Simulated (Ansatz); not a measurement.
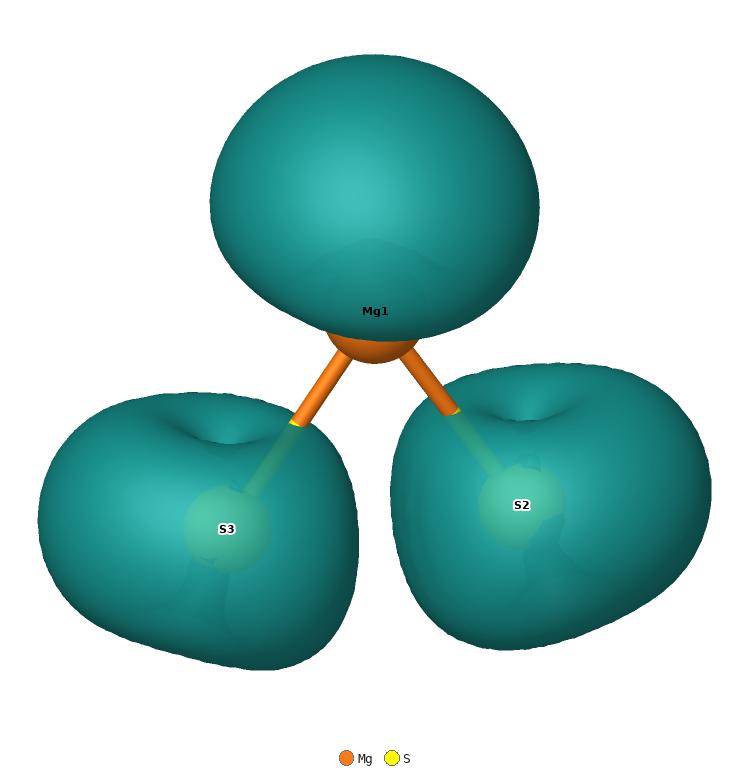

Figure 1: MgS$_{2}$ (charge −1, quartet). Isosurfaces of the spin density (α minus β) at +0.02 (teal) and −0.02 e/Å³ (pink), seen at an oblique angle.

Geometry: PBE0-D4/def2-TZVPD.

These are results of UKS PBE0-D4/def2-TZVPD (Ansatz), not measurements.

```yaml
atoms:
  - { symbol: Mg, position_ang: [-0.6253, 0.2622, -1.1012] }
  - { symbol: S, position_ang: [1.0141, -1.0992, -0.0782] }
  - { symbol: S, position_ang: [-0.3889, 0.8370, 1.1794] }
```

### Where is the unpaired spin?

The unpaired spin (3 electrons) lies mostly on S2 (about 1.1), S3 (about 1.1) and Mg1 (about 0.9), in electrons by Hirshfeld's partition.
